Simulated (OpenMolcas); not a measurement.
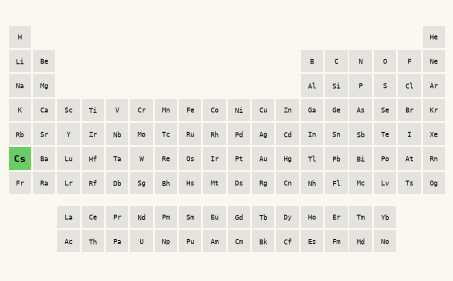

Figure 1. The place of caesium in the periodic table.

## Multiconfigurational calculation for Cs

- system: Cs.
- method: state-averaged CASSCF, active space 1 electron in the shells 6s 6p 7s 7p, basis ANO-RCC-VDZ, DKH2 scalar Hamiltonian, spin-orbit coupling by RASSI with atomic mean-field integrals (OpenMolcas)

**Input**
```
&GATEWAY
Coord
1

Cs 0.0 0.0 0.0
Basis=ANO-RCC-VDZ
Group=XYZ
NoMove
AngMom=0.0 0.0 0.0
AMFI
&SEWARD
&RASSCF
FileOrb=start.orb
Symmetry=1
Spin=2
nActEl=1 0 0
Inactive=15 12
Ras2=1 3
CIRoot=1 1 1
SDav=1
CIMx=300
Iter=120 100
PrWF=0.3
OrbListing=Nothing
MaxOrb=0
Atom
>>> COPY $Project.JobIph JOBPRE
&RASSCF
FileOrb=start.orb
Symmetry=1
Spin=2
nActEl=1 0 0
Inactive=12 15
Ras2=2 6
CIRoot=2 2 1
SDav=2
CIMx=300
Iter=69 100
PrWF=0.3
OrbListing=Nothing
MaxOrb=0
Atom
CIOnly
>>> COPY $Project.JobIph JOB001
```

The file start.orb holds starting orbitals from an earlier step.

Hardware: 1 thread of Intel Xeon (Sapphire Rapids), 64 GiB of memory available, shared host.

Launched with:
```bash
OMP_NUM_THREADS=1 MOLCAS_MEM=2252 MOLCAS_PROJECT=a pymolcas a.inp > a.log  # once for each step of the input, in one work folder
```

**Output (extracts)**
```
--- SEWARD ---
Basis set label: CS.ANO-RCC...7S6P2D.

      Electronic valence basis set:
      ------------------
      Associated Effective Charge  55.000000 au
      Associated Actual Charge     55.000000 au
      Nuclear Model: Point charge

      Shell  nPrim  nBasis  Cartesian Spherical Contaminant
         s      26       7        X
         p      22       6        X
         d      15       2                 X
                  Relativistic Douglas-Kroll-Hess integrals:
                    - DKH order of Hamiltonian: 2
                    - DKH order of Properties : 0
                  Atomic mean-field integrals
--- RASSCF ---

         Deleted:   0   0
 Basis functions:  17  18
  Have you used a too small basis set?
 ********************************************
--- Stop Module: rasscf at  /rc=_RC_INPUT_ERROR_ ---
.####################.
.# User input error #.
.####################.
```

**Outcome**

| quantity | value |
| --- | --- |
| outcome | refused by the program |

**What went wrong**

This input holds a deliberate fault: swapped irreps. The program refused the input; the driver noted: RASSCF spin 2: _RC_INPUT_ERROR_.
